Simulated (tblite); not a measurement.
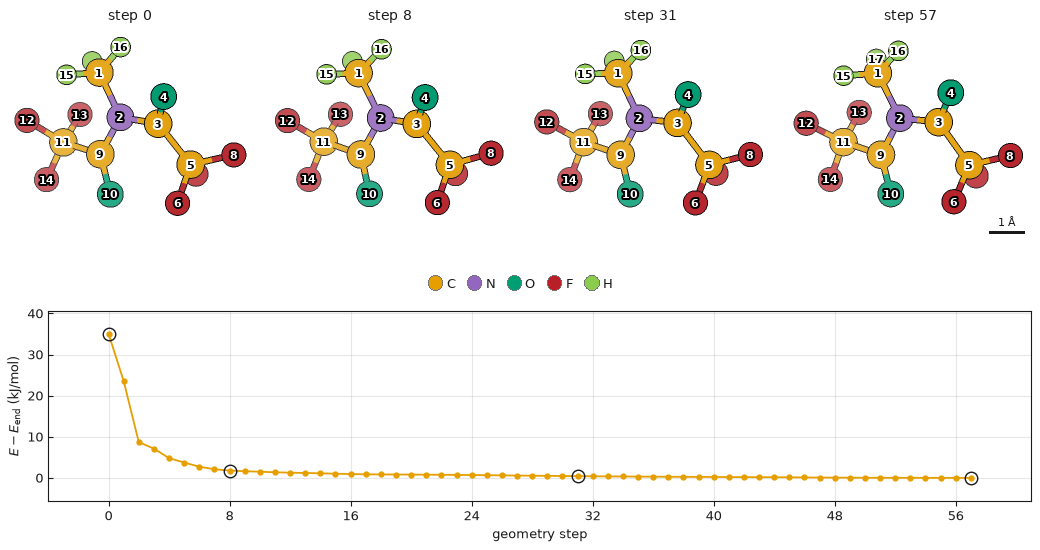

Frames of a relaxation of C₅H₃F₆NO₂, marked on the history of the run. A ball-and-stick model, seen at a tilt.

These are results of GFN2-xTB geometry optimisation, gas phase (tblite), not measurements. 

### Describe the path.

The atom that moves furthest after the best rigid fit is an O atom (0.35 Å). Largest moves by element: O 0.35 Å, H 0.21 Å, F 0.12 Å, C 0.09 Å, N 0.03 Å. Among the contacts that change: C–O 1.241 → 1.196 Å, C–F 1.373 → 1.334 Å, C–N 1.426 → 1.390 Å, C–F 1.353 → 1.323 Å. Bond angles that change, for instance: N–C–H 112.6° → 107.5°, C–C–F 113.3° → 109.5°, N–C–O 119.0° → 122.7°. After 57 geometry steps the energy has fallen by 35.1 kJ/mol. From step 0 to 8: F atoms move most (0.10 Å), energy −33.3 kJ/mol. From step 8 to 31: an O atom moves most (0.16 Å), energy −1.35 kJ/mol. From step 31 to 57: an O atom moves most (0.13 Å), energy −0.43 kJ/mol.

```tsv
step	E − E(0), kJ/mol
0	0.00
1	-11.52
2	-26.40
3	-27.95
4	-30.29
5	-31.34
6	-32.36
7	-32.97
8	-33.30
9	-33.46
10	-33.58
12	-33.81
15	-34.06
17	-34.21
20	-34.28
22	-34.32
25	-34.43
27	-34.51
30	-34.62
32	-34.69
35	-34.76
37	-34.81
40	-34.85
42	-34.89
45	-34.94
47	-35.00
50	-35.05
52	-35.06
55	-35.08
57	-35.08
```
